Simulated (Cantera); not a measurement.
A closed system holds: 1 mol PbO, 0.017 mol O₂, 17 mol H₂, equilibrated at 0.610 bar.

Method: chemical equilibrium by Gibbs-energy minimisation in Cantera with the NASA 1993 tables (ideal gas, pure condensed phases). Candidate condensed phases: H₂O, Pb, PbO, PbO₂, Pb₃O₄; 12 gas species. Rates play no part.

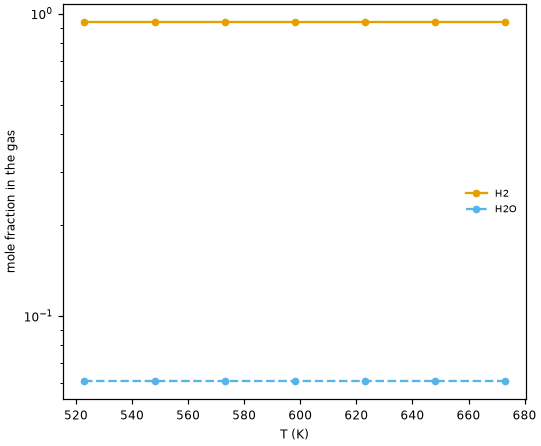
Equilibrium gas composition (values under 1e-9 drawn at 1e-9)

From 523 K to 598 K the condensed part is Pb(s). From 623 K to 673 K the condensed part is Pb(l).
